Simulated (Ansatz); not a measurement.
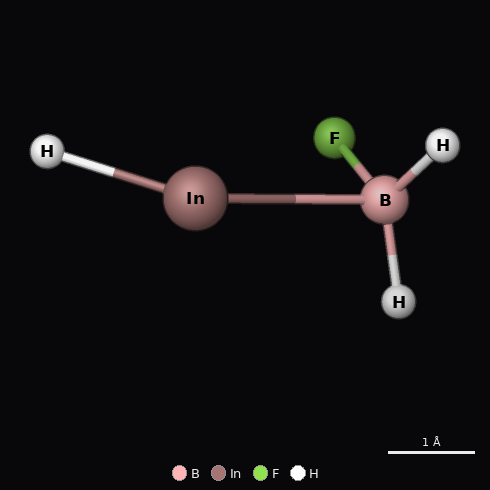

Distant atoms are faded towards the background colour. The geometry was computed by an optimisation with PBE-D4/def2-SVP. No frequency run is at hand to confirm it as a minimum. Masses are those of the most abundant isotopes; constants are for the rigid equilibrium geometry.

What kind of rotor is it, and what are its rotational constants in cm⁻¹?

An asymmetric top (Cs): A = 0.806, B = 0.0977, C = 0.0893 cm⁻¹. Ray's parameter κ is −0.98, close to the prolate limit.
